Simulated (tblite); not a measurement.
# C₄H₁₁NSi: saddle-point search

System: C₄H₁₁NSi.
Method: GFN2-xTB saddle search (eigenvector following) and harmonic vibrations, gas phase (tblite 0.8.0).

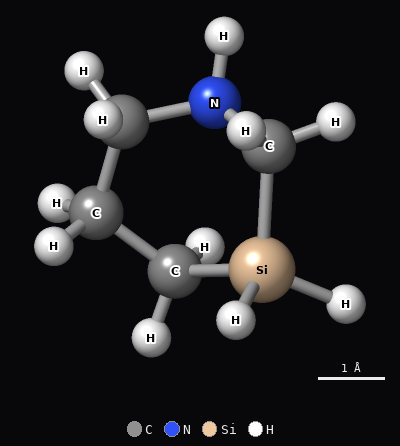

*The structure as given in the input (ball-and-stick view, seen at a tilt).*

The input:
```
{"job": {"xc": "GFN2-xTB", "basis": "xTB", "kind": "saddle"}, "charge": 0, "multiplicity": 1}
C     -0.472260    -1.394506     0.418826
C     -1.430768    -0.259654    -0.006280
N     -0.831891     0.644892    -0.968774
C      0.052406     1.611000    -0.331761
Si     1.549583     0.618322     0.320324
C      0.979629    -1.163521    -0.002713
H     -0.813105    -2.335803    -0.018724
H     -0.522145    -1.507248     1.503477
H     -2.324988    -0.696433    -0.458735
H     -1.756076     0.291843     0.894924
H     -1.561596     1.124190    -1.486688
H      0.354387     2.343977    -1.080618
H     -0.463460     2.166725     0.470421
H      1.792191     0.887265     1.745494
H      2.774075     0.921375    -0.429067
H      1.611745    -1.894076     0.502495
H      1.062272    -1.358345    -1.072602
```

The first line tells a small driver script what to run in tblite; the rest is the geometry in Å.

Run on 1 CPU thread, shared host.

Launch command:
```bash
OMP_NUM_THREADS=1 python <driver script> task.json out
```

What the program printed:
```
step      E/eV     max force
  0    -511.62490   0.0385
  1    -511.63104   0.0784
  2    -511.62767   0.0236
  3    -511.63085   0.0225
  4    -511.63168   0.0852
  5    -511.63150   0.0093
  6    -511.63207   0.0091
  7    -511.63208   0.0010
lowest wavenumbers (cm-1): -72.5 162.5 282.6 301.3 380.8 466.0
```

Trajectory as extended XYZ (Å, eV, eV/Å), 6 of the 8 frames kept, from step=0 to step=7:
```
17
Properties=species:S:1:pos:R:3:forces:R:3 step=0 energy=-511.62490
C    -0.4723   -1.3945    0.4188    0.0100   0.0000  -0.0060
C    -1.4308   -0.2597   -0.0063   -0.0030  -0.0050   0.0030
N    -0.8319    0.6449   -0.9688    0.0030   0.0000   0.0060
C     0.0524    1.6110   -0.3318    0.0040  -0.0120  -0.0080
Si    1.5496    0.6183    0.3203   -0.0030   0.0040   0.0070
C     0.9796   -1.1635   -0.0027    0.0050   0.0040   0.0010
H    -0.8131   -2.3358   -0.0187   -0.0160   0.0000   0.0130
H    -0.5221   -1.5072    1.5035    0.0160   0.0130   0.0030
H    -2.3250   -0.6964   -0.4587    0.0160   0.0030  -0.0080
H    -1.7561    0.2918    0.8949   -0.0100  -0.0010   0.0040
H    -1.5616    1.1242   -1.4867   -0.0120   0.0120   0.0180
H     0.3544    2.3440   -1.0806    0.0030  -0.0170  -0.0090
H    -0.4635    2.1667    0.4704    0.0190   0.0040  -0.0110
H     1.7922    0.8873    1.7455   -0.0360  -0.0080   0.0110
H     2.7741    0.9214   -0.4291   -0.0120  -0.0050   0.0000
H     1.6117   -1.8941    0.5025    0.0060  -0.0030  -0.0180
H     1.0623   -1.3583   -1.0726    0.0090   0.0110  -0.0060
17
Properties=species:S:1:pos:R:3:forces:R:3 step=1 energy=-511.63104
C    -0.4588   -1.3786    0.4428   -0.0060  -0.0350   0.0250
C    -1.4331   -0.2680   -0.0150   -0.0130  -0.0160   0.0140
N    -0.8346    0.6472   -0.9680   -0.0080   0.0050   0.0040
C     0.0614    1.6052   -0.3355    0.0000   0.0030  -0.0020
Si    1.5500    0.6090    0.3290    0.0080  -0.0020   0.0120
C     0.9776   -1.1625   -0.0358   -0.0080  -0.0290  -0.0110
H    -0.8152   -2.3449    0.0712    0.0240   0.0670   0.0330
H    -0.4670   -1.4303    1.5358    0.0020   0.0060  -0.0780
H    -2.3007   -0.7273   -0.4978    0.0260   0.0090   0.0140
H    -1.8026    0.2772    0.8744    0.0080  -0.0190  -0.0200
H    -1.5703    1.1381   -1.4675    0.0060  -0.0050   0.0060
H     0.3717    2.3258   -1.0933    0.0000  -0.0060   0.0000
H    -0.4462    2.1764    0.4607    0.0050   0.0000  -0.0070
H     1.7389    0.8436    1.7699   -0.0090  -0.0080  -0.0210
H     2.7909    0.9300   -0.3840   -0.0090  -0.0010   0.0120
H     1.6213   -1.9123    0.4270   -0.0210   0.0220  -0.0210
H     1.0166   -1.3286   -1.1141   -0.0040   0.0080   0.0400
17
Properties=species:S:1:pos:R:3:forces:R:3 step=3 energy=-511.63085
C    -0.4603   -1.3806    0.4387    0.0030  -0.0100   0.0080
C    -1.4329   -0.2676   -0.0144    0.0020  -0.0040   0.0040
N    -0.8360    0.6489   -0.9670    0.0010   0.0010   0.0000
C     0.0606    1.6064   -0.3350    0.0010   0.0020  -0.0010
Si    1.5499    0.6100    0.3272    0.0040  -0.0010   0.0070
C     0.9785   -1.1633   -0.0304   -0.0010  -0.0100  -0.0070
H    -0.8147   -2.3424    0.0588    0.0070   0.0170   0.0130
H    -0.4746   -1.4401    1.5294    0.0050   0.0050  -0.0200
H    -2.3017   -0.7244   -0.4951    0.0000  -0.0030   0.0000
H    -1.7987    0.2755    0.8766   -0.0010  -0.0010   0.0010
H    -1.5724    1.1398   -1.4650    0.0000  -0.0010   0.0000
H     0.3701    2.3274   -1.0926    0.0010  -0.0050  -0.0010
H    -0.4458    2.1771    0.4621    0.0030   0.0010  -0.0050
H     1.7447    0.8501    1.7656   -0.0080  -0.0060  -0.0080
H     2.7874    0.9273   -0.3928   -0.0030   0.0010   0.0110
H     1.6196   -1.9092    0.4406   -0.0080   0.0080  -0.0140
H     1.0261   -1.3350   -1.1066   -0.0050   0.0060   0.0120
17
Properties=species:S:1:pos:R:3:forces:R:3 step=4 energy=-511.63168
C    -0.4518   -1.3676    0.4584   -0.0080  -0.0360   0.0220
C    -1.4349   -0.2735   -0.0216   -0.0120  -0.0170   0.0160
N    -0.8332    0.6476   -0.9669    0.0000  -0.0060   0.0090
C     0.0651    1.6028   -0.3338    0.0010  -0.0010   0.0010
Si    1.5513    0.6035    0.3320    0.0110  -0.0030   0.0000
C     0.9740   -1.1614   -0.0543   -0.0100  -0.0340  -0.0110
H    -0.8144   -2.3466    0.1278    0.0260   0.0730   0.0270
H    -0.4372   -1.3817    1.5527   -0.0050   0.0010  -0.0850
H    -2.2845   -0.7467   -0.5228    0.0270   0.0110   0.0180
H    -1.8321    0.2668    0.8591    0.0120  -0.0200  -0.0240
H    -1.5683    1.1406   -1.4644   -0.0060   0.0030  -0.0040
H     0.3783    2.3201   -1.0934    0.0010   0.0010  -0.0010
H    -0.4404    2.1779    0.4603   -0.0010   0.0010   0.0020
H     1.7198    0.8154    1.7785   -0.0010  -0.0020  -0.0140
H     2.8006    0.9366   -0.3598   -0.0100  -0.0020   0.0070
H     1.6230   -1.9213    0.3837   -0.0250   0.0250  -0.0150
H     0.9849   -1.3126   -1.1355   -0.0010   0.0050   0.0510
17
Properties=species:S:1:pos:R:3:forces:R:3 step=6 energy=-511.63207
C    -0.4522   -1.3694    0.4546    0.0010  -0.0040   0.0020
C    -1.4338   -0.2727   -0.0186    0.0000  -0.0010   0.0010
N    -0.8350    0.6475   -0.9666    0.0000   0.0010   0.0010
C     0.0649    1.6031   -0.3363    0.0000   0.0010   0.0000
Si    1.5502    0.6041    0.3320    0.0040   0.0010   0.0010
C     0.9745   -1.1618   -0.0520    0.0000  -0.0050  -0.0020
H    -0.8134   -2.3439    0.1170    0.0030   0.0060   0.0020
H    -0.4411   -1.3909    1.5465    0.0000   0.0000  -0.0080
H    -2.2870   -0.7432   -0.5142    0.0010   0.0000   0.0000
H    -1.8237    0.2674    0.8640    0.0000  -0.0010   0.0000
H    -1.5715    1.1402   -1.4628    0.0000   0.0000   0.0000
H     0.3787    2.3183   -1.0979   -0.0010  -0.0010   0.0020
H    -0.4395    2.1809    0.4567    0.0010  -0.0010  -0.0020
H     1.7169    0.8180    1.7780    0.0000  -0.0010  -0.0060
H     2.8001    0.9365   -0.3582   -0.0050  -0.0010   0.0030
H     1.6220   -1.9195    0.3894   -0.0050   0.0050  -0.0030
H     0.9901   -1.3146   -1.1316    0.0000   0.0010   0.0090
17
Properties=species:S:1:pos:R:3:forces:R:3 step=7 energy=-511.63208
C    -0.4524   -1.3695    0.4543    0.0000   0.0000   0.0000
C    -1.4339   -0.2727   -0.0189    0.0000   0.0000   0.0000
N    -0.8350    0.6478   -0.9666    0.0000   0.0000   0.0000
C     0.0647    1.6033   -0.3358    0.0000   0.0000   0.0000
Si    1.5503    0.6041    0.3315    0.0000   0.0000   0.0000
C     0.9746   -1.1618   -0.0511    0.0000   0.0000   0.0000
H    -0.8133   -2.3436    0.1159    0.0000   0.0000   0.0000
H    -0.4422   -1.3916    1.5459    0.0000   0.0000   0.0000
H    -2.2870   -0.7431   -0.5147    0.0000   0.0000   0.0000
H    -1.8239    0.2672    0.8638    0.0000   0.0000   0.0000
H    -1.5714    1.1406   -1.4627    0.0000   0.0000   0.0000
H     0.3782    2.3189   -1.0969    0.0000   0.0000   0.0000
H    -0.4397    2.1804    0.4576    0.0000   0.0000   0.0000
H     1.7187    0.8188    1.7768    0.0000   0.0000   0.0000
H     2.7992    0.9360   -0.3601    0.0000   0.0000   0.0000
H     1.6216   -1.9190    0.3915    0.0000   0.0000   0.0000
H     0.9913   -1.3157   -1.1303    0.0000   0.0000  -0.0010
```

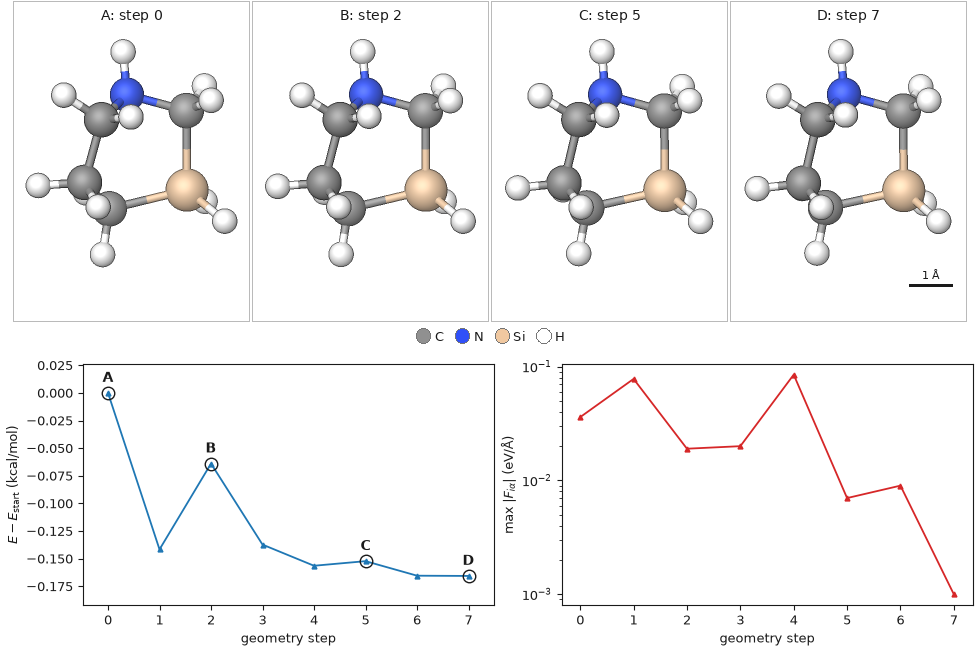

*Frames of the saddle-point search (ball-and-stick view, seen at a tilt) above the curves, on which the letters mark them (steps are counted from 0).*

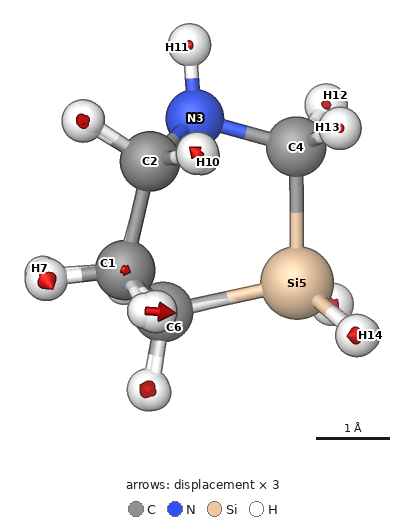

*Start (faint) and end (solid) with the displacements as red arrows, magnified 3 times (ball-and-stick view, seen at a tilt). The two geometries are laid on each other by the best rigid fit.*

The atom that moves furthest after the best rigid fit is H8 (0.15 Å). By element the largest moves are H 0.15 Å, C 0.05 Å, Si 0.02 Å. N stays in place. Among the angles that change: C1–C6–Si5 112.3° → 110.1°. After 7 geometry steps the energy has fallen by 0.17 kcal/mol. Largest force component: 0.036 eV/Å at the start, 0.001 eV/Å at the end. (Atoms are counted from 1 in the order of the input.)

Summary:

| quantity | value |
| --- | --- |
| outcome | converged |
| total energy | −511.6321 eV |
| point group | C1 |
| wall time | 1.4 s |
| peak memory | 0.2 GiB |
